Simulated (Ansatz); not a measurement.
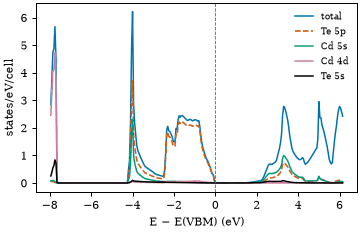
Figure: Total and projected density of states of CdTe (zinc blende, space group No. 216), plane-wave PAW r²SCAN (Ansatz code)

Which orbitals carry the states next to the gap?

Top 1 eV of the valence band: Te 5p 92 %. Bottom 1 eV of the conduction band: Cd 5s 57 %, Te 5p 22 %, Te 5s 18 %. Projections are on Löwdin-orthogonalised atomic valence shells; empty p or d shells of many metals are not among them.

Where is the tallest occupied peak in this window, and what makes it?

Near -4.0 eV, about 6.2 states/eV per cell; the largest projected share is Te 5p.

Space group F-43m (zinc blende). The r²SCAN relaxation kept the symmetry of its start; of distortions, only those at the zone centre were tested. Scalar-relativistic: spin–orbit coupling is off unless named, which matters more the heavier the elements.

Potentials: the later of the program's two PAW sets.
